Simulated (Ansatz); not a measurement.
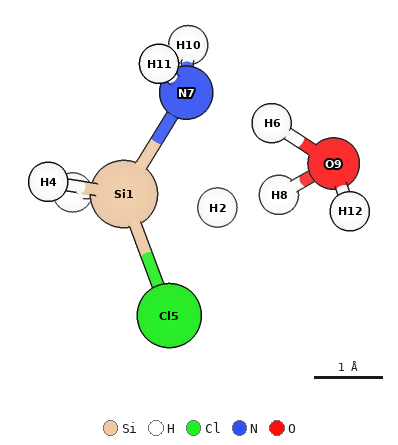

The structure (ball-and-stick view, seen at a tilt; atoms are numbered from 1 in the order of the input). Bond lengths as drawn: Cl–Si 2.10 Å, H–N 1.01 to 1.02 Å, H–O 0.96 to 1.19 Å, H–Si 1.49 to 1.50 Å and N–Si 1.84 Å.

# Two runs on SiNH8ClO

System: SiNH8ClO.
Method of run A: direct RPA on PBE orbitals, frozen core/def2-TZVPP (Ansatz 0.2.0).

The geometry comes from this level: PBE0-D4/def2-TZVP. Text and figures count atoms from 1; the logs count them from 0 in places.

Input file, run A:
```yaml
crystal:
  periodic: [false, false, false]
  atoms:
    - {symbol: Si, position_ang: [-1.005152, -0.088147, -0.670891]}
    - {symbol: H, position_ang: [0.194016, -1.349131, -0.389264]}
    - {symbol: H, position_ang: [-1.113610, -0.747513, -2.000226]}
    - {symbol: H, position_ang: [-2.001854, 1.028069, -0.830412]}
    - {symbol: Cl, position_ang: [-1.938679, -0.870971, 1.043178]}
    - {symbol: H, position_ang: [1.017327, 0.393076, 0.691462]}
    - {symbol: N, position_ang: [0.420570, 1.017424, -0.335377]}
    - {symbol: H, position_ang: [0.797957, -1.138856, 0.441579]}
    - {symbol: O, position_ang: [1.422624, -0.542913, 1.260956]}
    - {symbol: H, position_ang: [1.119253, 0.968771, -1.071988]}
    - {symbol: H, position_ang: [0.137398, 1.985317, -0.232291]}
    - {symbol: H, position_ang: [0.950150, -0.655127, 2.093273]}
basis:
  gaussian: {orbitals: def2-TZVPP}
hamiltonian: {xc: pbe}
correlation: {method: rpa}
```

Command:
```bash
ansatz run in.yaml --threads 4 --pin off --events-out ev --progress --plain --max-ram 9574MiB
```

Hardware: 4 threads of Arm Neoverse V1, 23 GiB of memory available, shared host.

Output (run A):
```
Functional definition: PBE
  parameter kappa = 0.804
  parameter beta = 0.06672455060314922
  exchange = pbe_x(kappa = kappa, mu = beta*pi^2/3)
  correlation = pbe_c(beta = beta)
1500 factors; integrals over basis functions are off by at most 1.0e-3 eV
mean field evaluation 1: about -24045.5185 eV, gradient 8.0e1 eV
mean field evaluation 2: about -24045.5060 eV, gradient 8.0e1 eV
mean field evaluation 4: about -24055.7450 eV, gradient 1.9e1 eV
mean field evaluation 8: about -24056.7024 eV, gradient 1.0e0 eV
mean field evaluation 16: about -24056.7030 eV, gradient 5.0e-4 eV
mean field -24056.70303799 eV, -884.0675304272 hartree, gradient 8.4e-7 eV, S^2 0.000000; 0 other end points of the search recorded, 0 dependent functions left out
12 core orbitals not correlated: weight in the atoms' cores, before any rotation towards them, 1.000 or more for the frozen orbitals, at most 0.000 for the correlated occupied ones
reference -24010.77249617 eV, -882.3796141482 hartree; 15, 15 occupied and 231, 231 virtual orbitals, 1500 factors
Total energy: -24049.52854700 eV, -883.8038727462 hartree
```

For run B the input was changed thus:
```diff
-    - {symbol: Si, position_ang: [-1.005152, -0.088147, -0.670891]}
-    - {symbol: H, position_ang: [0.194016, -1.349131, -0.389264]}
-    - {symbol: H, position_ang: [-1.113610, -0.747513, -2.000226]}
-    - {symbol: H, position_ang: [-2.001854, 1.028069, -0.830412]}
-    - {symbol: Cl, position_ang: [-1.938679, -0.870971, 1.043178]}
-    - {symbol: H, position_ang: [1.017327, 0.393076, 0.691462]}
-    - {symbol: N, position_ang: [0.420570, 1.017424, -0.335377]}
-    - {symbol: H, position_ang: [0.797957, -1.138856, 0.441579]}
-    - {symbol: O, position_ang: [1.422624, -0.542913, 1.260956]}
-    - {symbol: H, position_ang: [1.119253, 0.968771, -1.071988]}
-    - {symbol: H, position_ang: [0.137398, 1.985317, -0.232291]}
-    - {symbol: H, position_ang: [0.950150, -0.655127, 2.093273]}
+    - {symbol: Si, position_ang: [-1.235204, -0.351067, -0.608052]}
+    - {symbol: H, position_ang: [-0.183546, -1.383189, -0.419234]}
+    - {symbol: H, position_ang: [-1.463266, 0.160301, -1.976780]}
+    - {symbol: H, position_ang: [-1.536080, 0.533896, 0.540021]}
+    - {symbol: Cl, position_ang: [-2.933154, -1.645450, -0.453634]}
+    - {symbol: H, position_ang: [1.108034, 0.802534, 0.138964]}
+    - {symbol: N, position_ang: [0.574132, 0.972046, -0.714320]}
+    - {symbol: H, position_ang: [1.045060, -1.145659, 1.462858]}
+    - {symbol: O, position_ang: [1.619084, -0.403558, 1.678460]}
+    - {symbol: H, position_ang: [1.168948, 0.761545, -1.507745]}
+    - {symbol: H, position_ang: [0.330818, 1.954694, -0.760721]}
+    - {symbol: H, position_ang: [1.505175, -0.256092, 2.620184]}
```

How does run B compare with run A?

With the same method and basis, run B lies 43.1 kcal/mol lower.

Output (run B):
```
Functional definition: PBE
  parameter kappa = 0.804
  parameter beta = 0.06672455060314922
  exchange = pbe_x(kappa = kappa, mu = beta*pi^2/3)
  correlation = pbe_c(beta = beta)
1491 factors; integrals over basis functions are off by at most 1.3e-3 eV
mean field evaluation 1: about -24045.4944 eV, gradient 8.5e1 eV
mean field evaluation 2: about -24045.4864 eV, gradient 8.5e1 eV
mean field evaluation 4: about -24057.6223 eV, gradient 1.5e1 eV
mean field evaluation 8: about -24058.1172 eV, gradient 8.8e-1 eV
mean field evaluation 16: about -24058.1169 eV, gradient 1.6e-4 eV
mean field -24058.11690720 eV, -884.1194891622 hartree, gradient 2.7e-6 eV, S^2 0.000000; 0 other end points of the search recorded, 0 dependent functions left out
12 core orbitals not correlated: weight in the atoms' cores, before any rotation towards them, 1.000 or more for the frozen orbitals, at most 0.000 for the correlated occupied ones
reference -24013.64882805 eV, -882.4853173949 hartree; 15, 15 occupied and 231, 231 virtual orbitals, 1491 factors
Total energy: -24051.39782246 eV, -883.8725673525 hartree
```

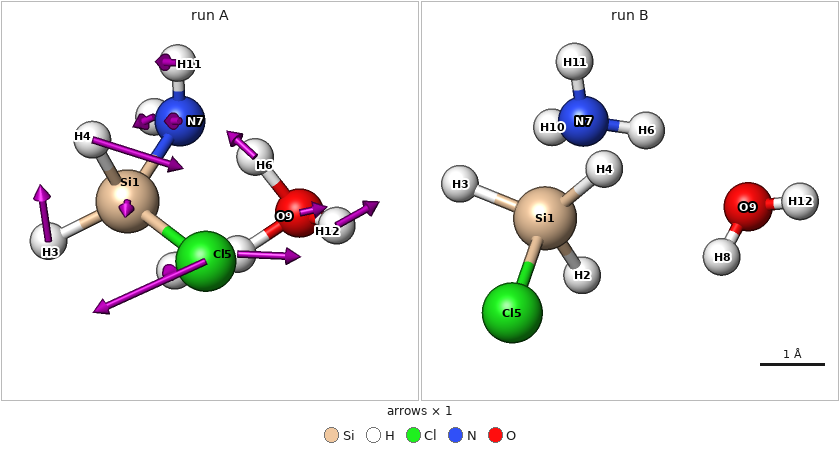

The two input geometries at one scale (ball-and-stick view, seen at a tilt). The pink arrows on the first give the shifts of the atoms after the best rigid fit, at true length. The largest move after the best rigid fit is that of Cl5, 1.99 Å. By element the largest moves are Cl 1.99 Å, H 1.53 Å, O 0.47 Å, N 0.39 Å, Si 0.33 Å. Among the contacts that change: H6–O9 1.168 → 2.021 Å, Si1–N7 1.835 → 2.244 Å, H6–N7 1.342 → 1.021 Å, Si1–H2 1.763 → 1.486 Å.

The two runs side by side:

```tsv
quantity	run A	run B
outcome	converged	converged
total energy (hartree)	−883.803873	−883.872567
wall time (shared host)	5.5 s	5.5 s
```
